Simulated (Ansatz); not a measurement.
## Electronic structure of FH₄NSi···H₂ in real space

The calculation's input:

```
crystal:
  periodic: [false, false, false]
  atoms:
    - { symbol: Si, position_ang: [0.0, 0.0, 0.0] }
    - { symbol: H, position_ang: [0.0, 0.0, 1.81] }
    - { symbol: "N", position_ang: [1.7163, 0.0, -0.6061] }
    - { symbol: H, position_ang: [2.2145, -0.918, -0.7868] }
    - { symbol: H, position_ang: [2.2175, 0.918, -0.7783] }
    - { symbol: H, position_ang: [-0.6877, 1.1914, -0.4862] }
    - { symbol: H, position_ang: [-0.6877, -1.1914, -0.4862] }
    - { symbol: F, position_ang: [-1.7936, 0.0, 0.596] }
    - { symbol: H, position_ang: [-0.9735, 0.0, 1.693] }
basis:
  gaussian: { orbitals: "6-31G*" }
hamiltonian:
  xc: pbe0
relax:
  f_tol: 0.15
  max_steps: 25
  restrain:
    - { distance: [0, 7], at: 1.59, k: 30.0 }
    - { distance: [8, 1], at: 0.66, k: 30.0 }
    - { distance: [0, 1], at: 2.66, k: 30.0 }
    - { distance: [8, 7], at: 2.12, k: 30.0 }
output:
  orbitals: {}
```

Command:

```sh
ansatz run input.yaml --threads 1 --pin off --max-ram 2048MiB --backend cpu --events-out ev --progress --plain --runs-dir out
```

The fields are those of the run's last geometry, not of the input's.

Not at a stationary point (largest force 1.4 eV/Å).

All numbers below come from RKS PBE0/6-31G* in Ansatz 0.2.0.

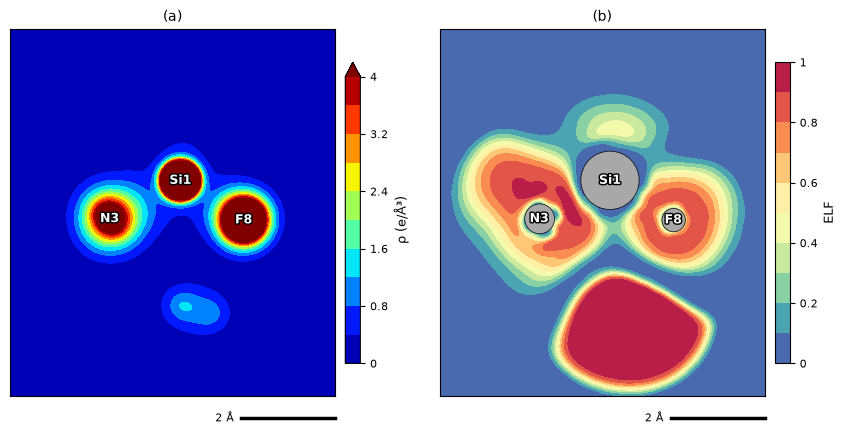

Figure 1. (a) electron density; (b) ELF on the plane of atoms N3, Si1 and F8. Grey discs cover the atomic cores in the ELF map.

Q: Interpret the plot.

A: The section cuts through Si, N and F sites. Si–F (1.60 Å): ρ is about 1.1 e/Å³ halfway; the ELF peaks at about 0.80 in the valence shell of F, 0.6 Å from its nucleus, and is about 0.45 at the midpoint. Si–N (1.71 Å): ρ at the midpoint is about 1.1 e/Å³; the ELF peaks at about 0.90 between the atoms; a polar covalent bond. The ELF also peaks beside N3 and F8, away from the bonds: lone-pair regions.

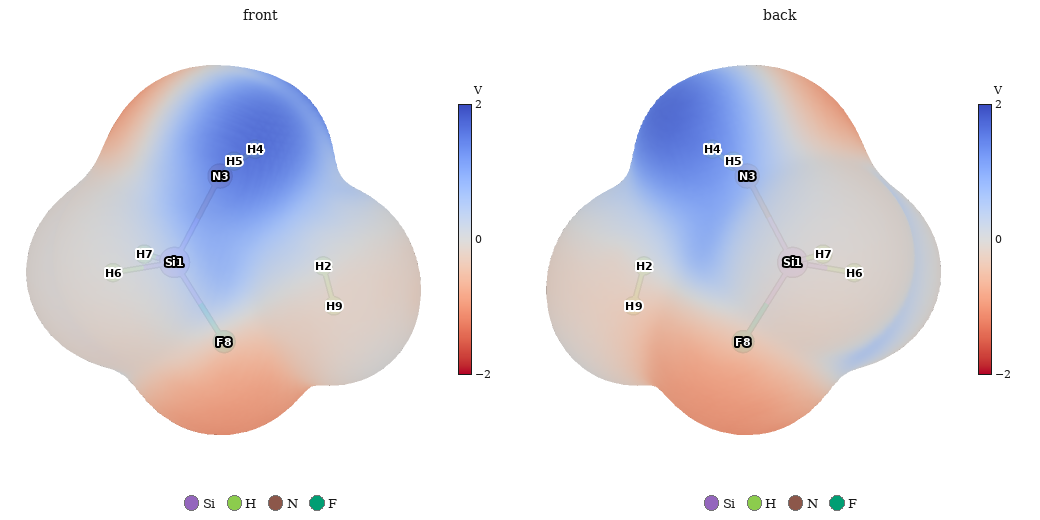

Figure 2. The molecular electrostatic potential painted on the density surface at 0.001 e/bohr³, seen from the front and from behind; the colour scale runs from red (negative) to blue (positive).

Q: Where is the surface potential most negative and most positive?

A: The most negative region (about −1.0 V) lies over F8, the most positive (about +1.7 V) over H4 and H5.

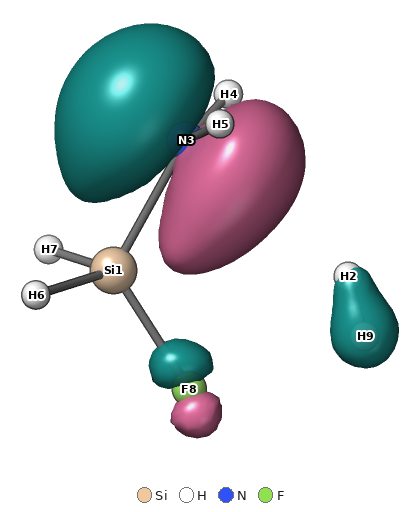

Figure 3. The HOMO at ±0.15 Å⁻³ᐟ² (teal and pink are the two phases), seen at a tilt.

Q: Where does this orbital lie, and at what energy?

A: By Hirshfeld shares it lies mainly on N3 (about 70 %); largely a lone pair of N3. Its energy is −7.80 eV.
